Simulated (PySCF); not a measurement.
# C₅H₂F₄O₂: NMR shifts and electronic excitations in gas and solvents, part 2 of 2

PySCF 2.14.0. Atoms count from 0. The steps go on from the part before.

### Step 5. TDDFT and polarisability: wB97X-D/def2-SVPD

What the job is given:

```
{"job": {"kind": "uv", "xc": "wB97X-D", "basis": "def2-SVPD", "dynamic": true, "nstates": 6, "ntriplets": 0}, "charge": 0, "multiplicity": 1}
F      2.384427    -1.125717    -1.453377
C      1.596272    -0.393704    -0.713160
C      1.995007     0.700625    -0.069293
O      1.121024     1.452132     0.703183
C     -0.138467     0.967668     0.718518
C     -0.515358    -0.134743     0.066591
C     -1.906691    -0.676135     0.060671
F     -2.408118    -0.699422    -1.174176
F     -1.942179    -1.924104     0.524950
F     -2.704795     0.074703     0.820104
O      0.342748    -0.898255    -0.701951
H      3.013072     1.077839    -0.101990
H     -0.835058     1.553860     1.315500
```

With the program's defaults for keys left out, this is: TDDFT wB97X-D/def2-SVPD, vertical, gas phase, core orbitals frozen in the response.

What it wrote:

```text
coarse grid: 13192 points
cycle   1  E = -740.3756795651  dE =  2.649e+00  |g| = 1.176e+00  |ddm| = 5.695e+00
cycle   2  E = -740.3298657725  dE =  4.581e-02  |g| = 1.362e+00  |ddm| = 2.756e+00
cycle   3  E = -740.6324032868  dE = -3.025e-01  |g| = 1.124e-01  |ddm| = 1.574e+00
cycle   4  E = -740.6342172387  dE = -1.814e-03  |g| = 6.073e-02  |ddm| = 2.139e-01
cycle   5  E = -740.6349204986  dE = -7.033e-04  |g| = 1.842e-02  |ddm| = 9.894e-02
cycle   6  E = -740.6349876282  dE = -6.713e-05  |g| = 4.294e-03  |ddm| = 2.796e-02
cycle   7  E = -740.6349916283  dE = -4.000e-06  |g| = 1.359e-03  |ddm| = 8.506e-03
final grid: 135616 points
cycle   8  E = -740.7400350363  dE = -2.013e-04  |g| = 7.584e-03  |ddm| = 2.646e-01
cycle   9  E = -740.7400391417  dE = -4.105e-06  |g| = 7.543e-03  |ddm| = 2.907e-02
cycle  10  E = -740.7400475560  dE = -8.414e-06  |g| = 7.556e-04  |ddm| = 6.609e-03
cycle  11  E = -740.7400477421  dE = -1.861e-07  |g| = 4.426e-04  |ddm| = 3.188e-03
cycle  12  E = -740.7400477967  dE = -5.456e-08  |g| = 1.346e-04  |ddm| = 9.862e-04
cycle  13  E = -740.7400478045  dE = -7.830e-09  |g| = 6.132e-05  |ddm| = 3.496e-04
cycle  14  E = -740.7400478073  dE = -2.730e-09  |g| = 2.813e-05  |ddm| = 2.086e-04
cycle  15  E = -740.7400478078  dE = -5.425e-10  |g| = 1.447e-05  |ddm| = 8.834e-05
converged SCF energy = -740.7400478078

Static polarisability (au): isotropic 64.704, principal 47.567 69.001 77.543

Singlet excitations
state   eV       nm        f      main configurations
  1   4.1513    298.7   0.00312   H->L 0.99
  2   5.6862    218.0   0.01928   H->L+1 0.80, H->L+5 0.10
  3   6.5926    188.1   0.01262   H->L+2 0.56, H->L+3 0.10, H->L+5 0.08
  4   6.9237    179.1   0.01507   H->L+4 0.64, H-1->L 0.34
  5   7.1417    173.6   0.00062   H->L+5 0.34, H->L+3 0.28, H->L+6 0.21
  6   7.3013    169.8   0.00039   H->L+5 0.32, H->L+2 0.32, H->L+3 0.18
```

Run time: 70 s. Hardware: 1 thread of Arm Neoverse V2, shared host; peak memory 1.1 GiB.

The orbitals next to the gap, with their largest atomic shares:

```
orbital      eV                       atoms
 HOMO−3  -14.12   O10 40 %, O3 20 %, F0 9 %
 HOMO−2  -12.83  O3 29 %, O10 14 %, C5 10 %
 HOMO−1  -10.91   C5 22 %, C4 20 %, C2 19 %
   HOMO   -8.29  O3 22 %, O10 20 %, C2 17 %
   LUMO    0.72   C4 25 %, C5 21 %, C1 12 %
 LUMO+1    1.92   C4 18 %, C2 17 %, C1 14 %
 LUMO+2    2.67   C1 18 %, O3 18 %, F0 17 %
```

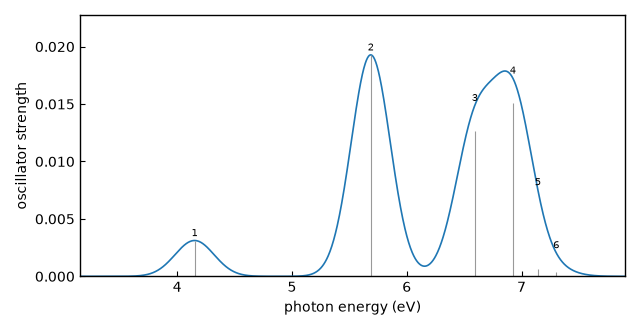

Absorption spectrum from the 6 singlet states computed; above the last one it falls off for lack of states. Lines are broadened to a width of 0.40 eV (Gaussian).

Further results of this job:

```
           property  computed
  dipole moment (D)      2.35
polarisability (Å³)      9.59
 HOMO–LUMO gap (eV)      9.01
      −ε(HOMO) (eV)      8.29
C6 with itself (au)      2120
```

### Step 6. TDDFT and polarisability: wB97X-D/def2-SVPD in acetone

Same as in step 5 but for these lines:

```diff
@@ -1,2 +1,2 @@
-{"job": {"kind": "uv", "xc": "wB97X-D", "basis": "def2-SVPD", "dynamic": true, "nstates": 6, "ntriplets": 0}, "charge": 0, "multiplicity": 1}
+{"job": {"kind": "uv", "xc": "wB97X-D", "basis": "def2-SVPD", "solvent": "acetone", "nstates": 6, "ntriplets": 0}, "charge": 0, "multiplicity": 1}
 F      2.384427    -1.125717    -1.453377
```

Method: TDDFT wB97X-D/def2-SVPD, vertical, IEF-PCM acetone (non-equilibrium linear response), core orbitals frozen in the response.

What it wrote:

```text
coarse grid: 13192 points
cycle   1  E = -740.3862351642  dE =  2.639e+00  |g| = 1.160e+00  |ddm| = 5.707e+00
cycle   2  E = -740.3592873084  dE =  2.695e-02  |g| = 1.309e+00  |ddm| = 2.723e+00
cycle   3  E = -740.6384301038  dE = -2.791e-01  |g| = 1.004e-01  |ddm| = 1.484e+00
cycle   4  E = -740.6400095916  dE = -1.579e-03  |g| = 4.631e-02  |ddm| = 1.936e-01
cycle   5  E = -740.6404086254  dE = -3.990e-04  |g| = 1.645e-02  |ddm| = 7.904e-02
cycle   6  E = -740.6404615622  dE = -5.294e-05  |g| = 3.405e-03  |ddm| = 2.510e-02
cycle   7  E = -740.6404643708  dE = -2.809e-06  |g| = 1.183e-03  |ddm| = 8.339e-03
final grid: 135616 points
cycle   8  E = -740.7454666434  dE = -2.018e-04  |g| = 7.770e-03  |ddm| = 2.690e-01
cycle   9  E = -740.7454714417  dE = -4.798e-06  |g| = 7.601e-03  |ddm| = 3.181e-02
cycle  10  E = -740.7454798942  dE = -8.453e-06  |g| = 7.542e-04  |ddm| = 6.509e-03
cycle  11  E = -740.7454801030  dE = -2.088e-07  |g| = 4.291e-04  |ddm| = 3.854e-03
cycle  12  E = -740.7454801591  dE = -5.610e-08  |g| = 1.152e-04  |ddm| = 1.256e-03
cycle  13  E = -740.7454801664  dE = -7.325e-09  |g| = 5.121e-05  |ddm| = 3.877e-04
cycle  14  E = -740.7454801686  dE = -2.134e-09  |g| = 2.090e-05  |ddm| = 2.001e-04
cycle  15  E = -740.7454801689  dE = -3.633e-10  |g| = 9.031e-06  |ddm| = 7.476e-05
converged SCF energy = -740.7454801689

Static polarisability (au): isotropic 82.373, principal 61.954 85.396 99.769

Singlet excitations
state   eV       nm        f      main configurations
  1   4.1742    297.0   0.00404   H->L 0.99
  2   5.6755    218.5   0.02386   H->L+1 0.78
  3   6.5280    189.9   0.01037   H->L+2 0.61, H->L+5 0.13, H->L+1 0.09
  4   6.9379    178.7   0.02020   H->L+4 0.64, H-1->L 0.34
  5   7.2754    170.4   0.00363   H->L+5 0.33, H->L+6 0.24, H->L+7 0.09
  6   7.3702    168.2   0.00302   H->L+3 0.47, H->L+2 0.15, H->L+5 0.12
```

Run time: 51 s. Hardware: 1 thread of Arm Neoverse V2, shared host; peak memory 1.2 GiB.

This run: HOMO -8.09 eV, LUMO 0.95 eV; lowest singlet 4.17 eV.

### Step 7. Excited states and response: wB97X-D/def2-SVPD in methanol

Same as in step 6 but for these lines:

```diff
@@ -1,2 +1,2 @@
-{"job": {"kind": "uv", "xc": "wB97X-D", "basis": "def2-SVPD", "solvent": "acetone", "nstates": 6, "ntriplets": 0}, "charge": 0, "multiplicity": 1}
+{"job": {"kind": "uv", "xc": "wB97X-D", "basis": "def2-SVPD", "solvent": "methanol", "nstates": 6, "ntriplets": 0}, "charge": 0, "multiplicity": 1}
 F      2.384427    -1.125717    -1.453377
```

With the program's defaults for keys left out, this is: TDDFT wB97X-D/def2-SVPD, vertical, IEF-PCM methanol (non-equilibrium linear response), core orbitals frozen in the response.

What it wrote:

```text
coarse grid: 13192 points
cycle   1  E = -740.3865551725  dE =  2.638e+00  |g| = 1.160e+00  |ddm| = 5.707e+00
cycle   2  E = -740.3601717275  dE =  2.638e-02  |g| = 1.307e+00  |ddm| = 2.722e+00
cycle   3  E = -740.6386131478  dE = -2.784e-01  |g| = 1.001e-01  |ddm| = 1.481e+00
cycle   4  E = -740.6401881887  dE = -1.575e-03  |g| = 4.600e-02  |ddm| = 1.937e-01
cycle   5  E = -740.6405819553  dE = -3.938e-04  |g| = 1.641e-02  |ddm| = 7.871e-02
cycle   6  E = -740.6406346536  dE = -5.270e-05  |g| = 3.397e-03  |ddm| = 2.523e-02
cycle   7  E = -740.6406374699  dE = -2.816e-06  |g| = 1.181e-03  |ddm| = 8.439e-03
final grid: 135616 points
cycle   8  E = -740.7456381731  dE = -2.018e-04  |g| = 7.777e-03  |ddm| = 2.691e-01
cycle   9  E = -740.7456429943  dE = -4.821e-06  |g| = 7.605e-03  |ddm| = 3.192e-02
cycle  10  E = -740.7456514545  dE = -8.460e-06  |g| = 7.551e-04  |ddm| = 6.512e-03
cycle  11  E = -740.7456516644  dE = -2.099e-07  |g| = 4.295e-04  |ddm| = 3.886e-03
cycle  12  E = -740.7456517207  dE = -5.632e-08  |g| = 1.152e-04  |ddm| = 1.269e-03
cycle  13  E = -740.7456517280  dE = -7.334e-09  |g| = 5.140e-05  |ddm| = 3.903e-04
cycle  14  E = -740.7456517302  dE = -2.132e-09  |g| = 2.096e-05  |ddm| = 2.005e-04
cycle  15  E = -740.7456517305  dE = -3.629e-10  |g| = 9.094e-06  |ddm| = 7.457e-05
converged SCF energy = -740.7456517305

Static polarisability (au): isotropic 83.040, principal 62.636 85.887 100.598

Singlet excitations
state   eV       nm        f      main configurations
  1   4.1765    296.9   0.00403   H->L 0.99
  2   5.6770    218.4   0.02348   H->L+1 0.77
  3   6.5269    190.0   0.01008   H->L+2 0.61, H->L+5 0.13, H->L+1 0.09
  4   6.9393    178.7   0.01956   H->L+4 0.64, H-1->L 0.34
  5   7.2786    170.3   0.00383   H->L+5 0.33, H->L+7 0.31
  6   7.3736    168.1   0.00296   H->L+3 0.48, H->L+2 0.15, H->L+5 0.11
```

It took 50 s on 1 thread of Arm Neoverse V2, shared host; peak memory 1.2 GiB.

This run: HOMO -8.08 eV, LUMO 0.96 eV; lowest singlet 4.18 eV.

### Step 8. Run by run: NMR shifts

Shifts (ppm) of some atoms, chosen among heavy atoms and hydrogens apart, means over like atoms, with basis size and wall time:

```
                      run     C4     C2   H12   H11     F7    O10    O3  functions  time
 PBE0/pcSseg-1 in acetone  139.4  111.7  6.35  5.97  -86.4  123.9  94.1        197  24 s
PBE0/pcSseg-1 in methanol  139.5  111.8  6.36  5.98  -86.3  123.9  94.3        197  23 s
```

The continuum's effect on the ground state:

```
 solvent      ε  polarisation energy (Eh)  μ (D)
 acetone  20.49                   -0.0061   2.76
methanol  32.61                   -0.0063   2.78
```

### Step 9. Side by side: electronic excitations

Excitations and ground-state properties, with basis size and wall time:

```
                          run  lowest singlet (eV)  brightest (eV)      f  gap (eV)  α (Å³)  μ (D)  functions  time
            wB97X-D/def2-SVPD                 4.15            5.69  0.019      9.01    9.59   2.35        254  70 s
 wB97X-D/def2-SVPD in acetone                 4.17            5.68  0.024      9.04   12.21   3.01        254  51 s
wB97X-D/def2-SVPD in methanol                 4.18            5.68  0.023      9.04   12.31   3.04        254  50 s
```

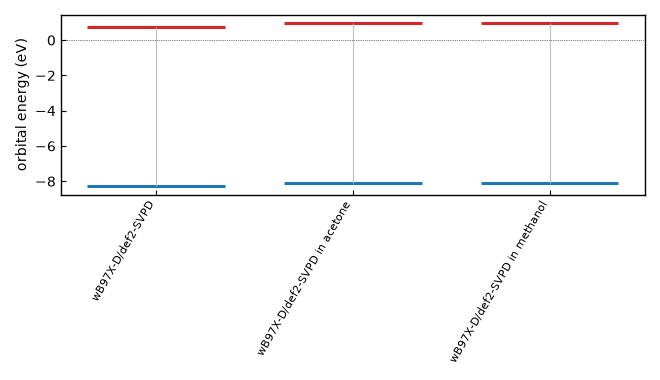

HOMO (blue) and LUMO (red) run by run.

The continuum's effect on the ground state:

```
 solvent      ε  polarisation energy (Eh)  μ (D)
 acetone  20.49                   -0.0062   3.01
methanol  32.61                   -0.0064   3.04
```

### Step 10. What came out

What follows sums up all 2 parts.

| quantity | value |
| --- | --- |
| point group | Cs |
| rotational constants (main isotopes) | 2.06, 0.79, 0.63 GHz |
| ¹³C shifts against TMS (PBE0/pcSseg-1, acetone) | 162.7, 139.4, 132.1, 125.8, 111.7 ppm |
| ¹H shifts against TMS (PBE0/pcSseg-1, acetone) | 6.35, 5.97 ppm |
| ¹⁹F shifts against CFCl3 (PBE0/pcSseg-1, acetone, means over atoms taken as alike) | -86.4, -128.4 ppm |
| ¹⁷O shifts against H2O (PBE0/pcSseg-1, acetone) | 123.9, 94.1 ppm |
| lowest singlet (wB97X-D/def2-SVPD) | 4.15 eV (299 nm), f = 0.003 |
| brightest single state of those computed | state 2, 5.69 eV, f = 0.019 |
| range of the shift of O3 | 94.1 to 94.3 ppm |
| range of the lowest singlet | 4.15 to 4.18 eV |

What this shows: The optimisation took 10 steps and gained 0.171 eV; among the close pairs (by a distance rule), O3–C4 changed most, from 1.395 to 1.350 Å. NICS(1)zz of 21 ppm above the planar ring from C1 marks a paratropic (antiaromatic) ring current. The first singlet state (HOMO→LUMO 0.99) lies at 4.15 eV and is weak; of the 6 states computed, the strongest absorption comes from state 2 at 5.69 eV. In ppm, O3 moves most: its shift spreads over 0.3 ppm, from 94.1 (PBE0/pcSseg-1 in acetone) to 94.3 (PBE0/pcSseg-1 in methanol). Most of that comes from the computed reference, not from the atom's own shielding. The continuum holds electrostatics alone: no hydrogen bonds to the solvent, and the gas-phase geometry is kept. The lowest singlet runs from 4.15 eV (wB97X-D/def2-SVPD) to 4.18 eV (wB97X-D/def2-SVPD in methanol), while the orbital gap spans 9.01 to 9.04 eV. The lowest state need not be the same one in every run.
